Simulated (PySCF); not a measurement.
GeF (charge −1, triplet)

| atom | x (Å) | y (Å) | z (Å) |
| --- | --- | --- | --- |
| Ge | 0.0000 | 0.0000 | -0.3870 |
| F | 0.0000 | 0.0000 | 1.5060 |

All numbers below come from PBE0/aug-pcseg-1, non-relativistic, at a bond length of 1.893 Å (PySCF).

> What can the converged electron density, electron localisation function and spin density tell about the bonding?

Ge–F (1.89 Å): ρ at the midpoint is about 0.62 e/Å³; the ELF peaks at about 0.85 in the valence shell of F, 0.6 Å from its nucleus, and is about 0.20 at the midpoint.
The unpaired spin (2 electrons) lies mostly on Ge1 (about 1.9) and F2 (about 0.1), in electrons by Hirshfeld's partition.

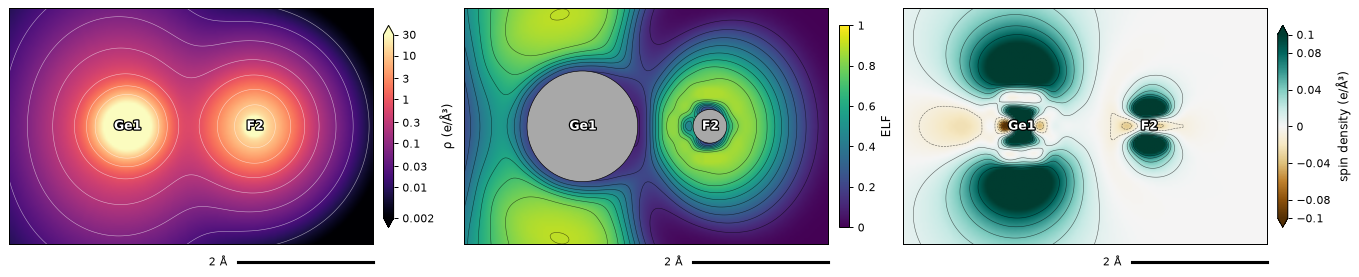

Computed electron density, electron localisation function and spin density on a plane that holds the molecular axis, in this order. Grey discs cover the atomic cores in the ELF map. 
